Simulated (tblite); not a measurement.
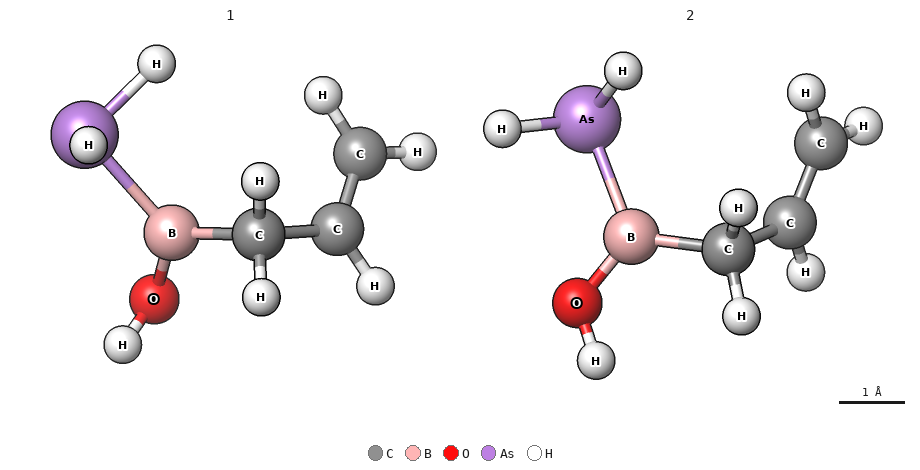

Two geometries of C$_{3}$H$_{8}$AsBO, drawn at one scale. One is the start of a relaxation, the other its converged end. Style: ball-and-stick. Shown at a tilt.

All numbers below come from tblite 0.8.0, GFN2-xTB geometry optimisation, gas phase. 

Question: Which geometry has the lower energy?

Answer: Structure 2 is the relaxed one. The largest move after the best rigid fit is that of an H atom, 1.69 Å. By element the largest moves are H 1.69 Å, O 1.18 Å, As 0.96 Å, C 0.28 Å, B 0.25 Å. Near-neighbour distances that change, for instance: B–O 1.443 → 1.334 Å, As–H 1.577 → 1.499 Å, As–H 1.559 → 1.504 Å, H–O 0.986 → 0.961 Å. Among the angles between lasting bonds that change: B–O–H 105.1° → 119.2°, O–B–As 120.1° → 115.4°, B–C–H 108.3° → 112.4°. Groups turn about B–O by about 90°, As–B by about 85°, B–C by about 55°. Over 144 geometry steps the energy falls by 1.019 eV. The run took 0.6 s on 1 thread of Arm Neoverse V2, with other jobs on the host.
